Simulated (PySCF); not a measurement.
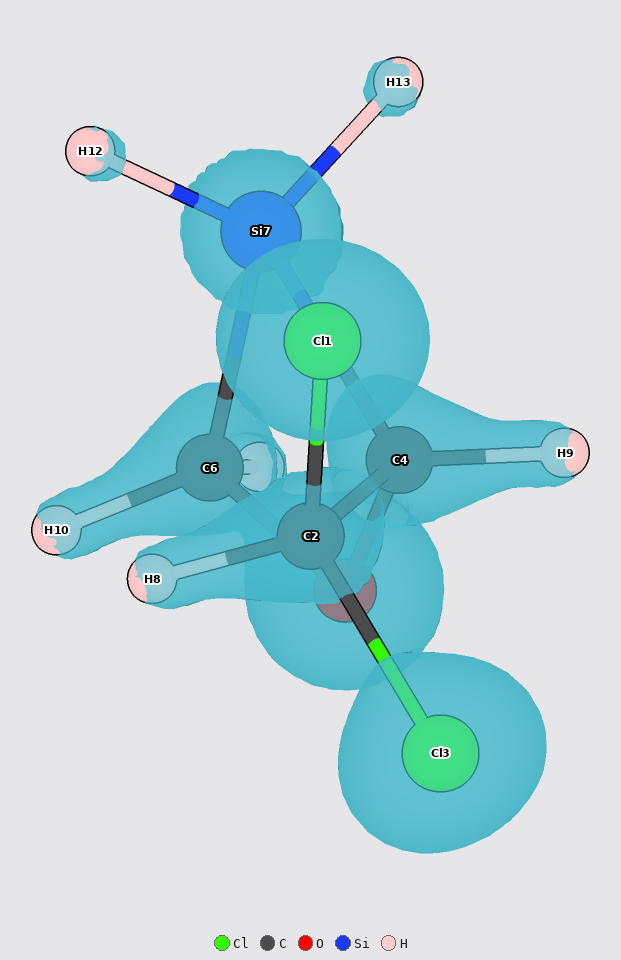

C$_{3}$H$_{6}$Cl$_{2}$OSi. Isosurface of the total electron density at 1.5 e/Å³ (cyan), seen at an oblique angle.

Geometry: GFN2-xTB.

Level of theory: PBE0/pcSseg-1, SCF density, gas phase, non-relativistic (PySCF).

```yaml
atoms:
  - { symbol: Cl, position_ang: [2.7951, 0.2164, 0.2334] }
  - { symbol: C, position_ang: [1.4128, -0.8816, 0.0544] }
  - { symbol: Cl, position_ang: [1.9380, -2.3522, -0.8002] }
  - { symbol: C, position_ang: [0.2948, -0.1708, -0.6756] }
  - { symbol: O, position_ang: [-0.9345, -0.8815, -0.5287] }
  - { symbol: C, position_ang: [-1.7204, -0.0044, 0.2958] }
  - { symbol: Si, position_ang: [-0.4050, 1.3957, 0.2144] }
  - { symbol: H, position_ang: [1.1048, -1.1915, 1.0545] }
  - { symbol: H, position_ang: [0.5519, -0.0885, -1.7365] }
  - { symbol: H, position_ang: [-1.8950, -0.4627, 1.2743] }
  - { symbol: H, position_ang: [-2.6904, 0.1670, -0.1757] }
  - { symbol: H, position_ang: [0.2402, 1.7593, 1.4693] }
  - { symbol: H, position_ang: [-0.6965, 2.4952, -0.6970] }
```

What does this surface tell about the bonding?

At this value the surface falls into six separate pieces. It bridges the sampled C–O (1.43 Å) and C–C (1.51 Å) contacts, where the density stays above the isovalue. It is pinched off along the sampled C–Cl (1.77 Å) and C–Si (1.92 Å) contacts. On the grid the lowest density along these lines, outside the cores, is 1.8 e/Å³ (C–O, 1.43 Å), 1.7 e/Å³ (C–C, 1.51 Å), 1.3 e/Å³ (C–Cl, 1.77 Å) and 0.75 e/Å³ (C–Si, 1.92 Å).
